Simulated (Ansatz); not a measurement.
## Effect of N → F on Mo2N

Base system: Mo$_{2}$N (space group R-3m, No. 166; a = 2.8740 Å, c = 14.7767 Å (hexagonal axes); a cell from a computed database, its experimental status unchecked).

Modification: full substitution N → F; the structure is relaxed again.

Calculations: DFT with PBEsol, PAW potentials and a 420 eV plane-wave cutoff in Ansatz (an electronic-structure program), no spin-orbit coupling. Γ-centred 18×18×18 mesh, Fermi–Dirac width 0.05 eV, for the changed cell.

The volume per atom rises by 2.79 Å³ (11.74 Å³ → 14.53 Å³) and the density decreases by 1.67 g/cm³ to 8.03 g/cm³. The c/a ratio grows by 0.1507 (5.142 → 5.292) and the space group stays R-3m (No. 166). The shortest interatomic distance goes up by 0.284 Å (2.127 Å → 2.411 Å) and the band gap is still zero.

Final structure:

```yaml
crystal:
  lattice:
    - [1.52792, 0.88214, 5.39077]
    - [-1.52792, 0.88214, 5.39077]
    - [0.00000, -1.76428, 5.39077]
  atoms:
    - { symbol: Mo, position: [0.21749, 0.21749, 0.21749] }
    - { symbol: Mo, position: [0.78251, 0.78251, 0.78251] }
    - { symbol: F, position: [0.00000, 0.00000, 0.00000] }
```

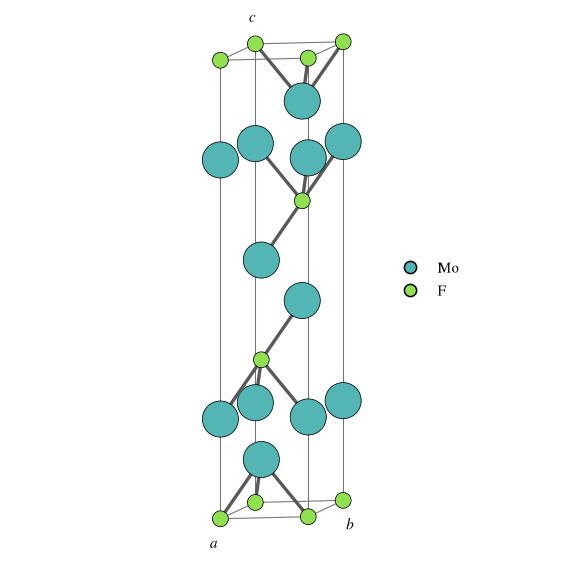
Fig. 1. The relaxed conventional cell after the change

No phonon test of stability was made. As relaxed here, Mo2F is a hypothetical phase, not in the database extracts checked. No Hubbard U is applied, and correlation can decide whether such a compound is a metal. The final runs are not spin-polarised. An odd electron count without spin: Mo2F and Mo2N.
